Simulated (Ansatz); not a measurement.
Start from GaCuSe2 in the chalcopyrite structure (space group I-42d, No. 122; a = 5.570 Å, c = 11.075 Å). Axes: x, y, z lie along a, b, c of the conventional cell.

Structures relaxed with PBEsol (Ansatz, an electronic-structure program; PAW; 420 eV plane waves; no spin-orbit coupling).

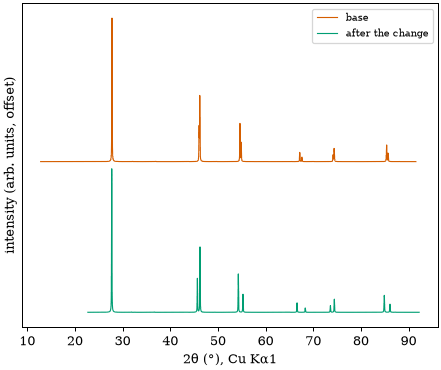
Figure: Simulated powder patterns before (top) and after one change

Name the change that was made.
A. biaxial strain +1.50 %, plane normal [001], relaxed out of plane
B. biaxial strain +3.00 %, plane normal [001], relaxed out of plane
C. biaxial strain +0.75 %, plane normal [001], relaxed out of plane
D. biaxial strain +2.25 %, plane normal [001], relaxed out of plane

C, biaxial strain +0.75 %, plane normal [001], relaxed out of plane. Its volume per atom is 21.60 Å³ against 21.47 Å³, and its space group is I-42d (No. 122).

Stability against distortions was not tested. The final runs are not spin-polarised.
